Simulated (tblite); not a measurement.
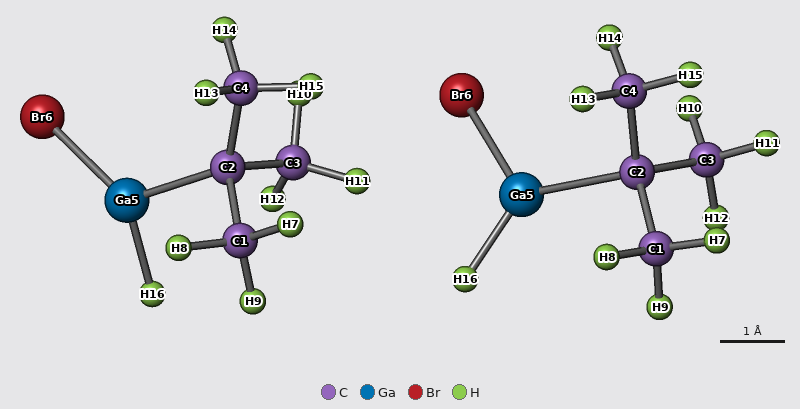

Two geometries of C4H10BrGa, drawn at one scale. One is the start of a relaxation, the other its converged end. The picture is a ball-and-stick view, seen from a free direction.

Method: GFN2-xTB geometry optimisation, gas phase (tblite 0.8.0). 

> Which of the two is the end point?

The right one is the relaxed one. Over 138 geometry steps the energy falls by 105.4 kJ/mol. H16 moves most after the best rigid fit: 1.52 Å. By element the largest moves are H 1.52 Å, Br 0.58 Å, C 0.29 Å, Ga 0.14 Å. Some distances before and after: C2–Ga5 1.891 → 2.094 Å, Ga5–Br6 2.177 → 2.302 Å, Ga5–H16 1.639 → 1.601 Å, C1–H7 1.127 → 1.091 Å. Among the angles between lasting bonds that change: C2–Ga5–H16 102.3° → 126.5°, C4–C2–Ga5 127.0° → 109.0°, Br6–Ga5–H16 120.4° → 111.9°. Groups turn about C2–C3 by about 35°.
